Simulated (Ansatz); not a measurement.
# C2H6GeS2: ionisation energy by level of theory

How much energy removes an electron from C2H6GeS2 at fixed geometry? The cation is run at each level and the neutral's energy taken from earlier runs.

Method: unrestricted cation, the program's frozen cores in correlated methods; program: Ansatz 0.2.0, Gaussian basis.

The runs, in order: UKS PBE-D4/def2-TZVPP; UKS r2SCAN-D4/def2-TZVPP; UKS PBE0-D4/def2-TZVPP; UKS B3LYP-D4/def2-TZVPP; UKS wB97X-V/def2-TZVPP; UKS wB97M-V/def2-TZVPP; UKS B2PLYP/def2-TZVPP; UHF-CCSD(T)/def2-TZVPP; UHF-MP2/def2-QZVPP; extrapolation to the limit; then −ε(HOMO) from the neutral's earlier runs with LDA (SPW92), PBE-D4, revPBE-D4, BLYP-D4, r2SCAN-D4, B97M-V, PBE0-D4, B3LYP-D4, r2SCANh-D4, r2SCAN0-D4, HSE06-D4, BHLYP-D4, CAM-B3LYP-D4, LC-ωPBE, ωB97X-V, ωB97M-V.

**1. Structure used throughout**

An earlier PBE0-D4 in a triple-zeta def2 set relaxation fixed the geometry.

11 atoms, charge 0, spin multiplicity 1.

Atoms are counted from 1 here; the program's logs count them from 0.

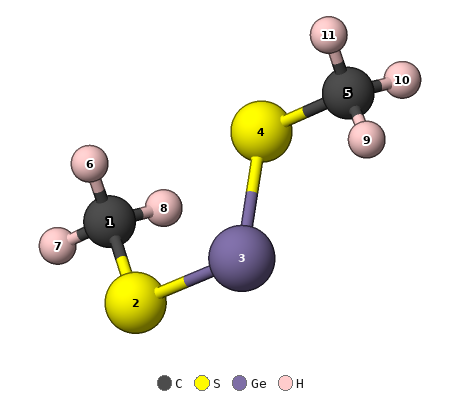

The geometry (carbon dark grey, sulfur yellow, germanium purple, hydrogen pink); atoms are numbered from 1 in the order of the file.

**2. Cation, UKS PBE-D4/def2-TZVPP**

Input file in.yaml:

```yaml
crystal:
  periodic: [false, false, false]
  atoms:
    - {symbol: C, position_ang: [-0.946413, -1.120934, 1.993706]}
    - {symbol: S, position_ang: [0.764081, -1.671929, 1.778460]}
    - {symbol: Ge, position_ang: [1.638715, -0.679581, -0.008756]}
    - {symbol: S, position_ang: [-0.122057, 0.528867, -0.625903]}
    - {symbol: C, position_ang: [0.553826, 1.356805, -2.092262]}
    - {symbol: H, position_ang: [-0.987499, -0.043561, 2.151205]}
    - {symbol: H, position_ang: [-1.338181, -1.630997, 2.873800]}
    - {symbol: H, position_ang: [-1.548865, -1.383777, 1.124738]}
    - {symbol: H, position_ang: [1.589813, 1.064203, -2.271306]}
    - {symbol: H, position_ang: [-0.047339, 1.088684, -2.960528]}
    - {symbol: H, position_ang: [0.509120, 2.435120, -1.942455]}
basis:
  gaussian: {orbitals: def2-TZVPP}
total_charge: 1
magnetization: {spin_polarized: true, initial_magnetization: 1}
hamiltonian: {xc: pbe, dispersion: d4}
```

Started as:

```console
$ ansatz run in.yaml --threads 2 --pin off --events-out ev --progress --plain --max-ram 32768MiB --backend cuda --devices 0, --max-vram 18GiB
```

The runs that follow: Cation, UKS r2SCAN-D4/def2-TZVPP; Cation, UKS PBE0-D4/def2-TZVPP; Cation, UKS B3LYP-D4/def2-TZVPP; Cation, UKS wB97X-V/def2-TZVPP; Cation, UKS wB97M-V/def2-TZVPP; Cation, UKS B2PLYP (frozen core)/def2-TZVPP; Cation, UHF-CCSD(T)/def2-TZVPP; Cation, UHF-MP2/def2-QZVPP.

Q: Predict the results of all the runs planned. Wanted: ionisation energy, CCSD(T)/CBS; nearest functional by difference; nearest −ε(HOMO); −ε(HOMO) of PBE; T1 of the cation.

**Answer**, as computed:

```
                        quantity               value
  ionisation energy, CCSD(T)/CBS             8.98 eV
nearest functional by difference  ωB97X-V (-0.09 eV)
                nearest −ε(HOMO)  ωB97M-V (-0.05 eV)
                 −ε(HOMO) of PBE             5.78 eV
                T1 of the cation               0.036
```

**Reading.** Energy differences with functionals land within 0.54 eV of the reference. The PBE orbital energy is 3.2 eV too small: a semilocal HOMO is no ionisation energy. Among orbital estimates ωB97M-V comes nearest. Hartree-Fock falls 1.01 eV short, as the neutral has more correlation energy than the cation. The cation's T1 (from the report) is 0.036, near the customary mark of 0.045 for open shells, so the coupled-cluster value is less safe. The cation may have settled in a state other than its lowest; no search over hole states beyond the program's own was made. Correlated methods include outer-core shells of Ge, which these sets cover unevenly. With outer-core shells in play the reference is unsure by up to some tenths of an eV, so close misses can't be ranked.
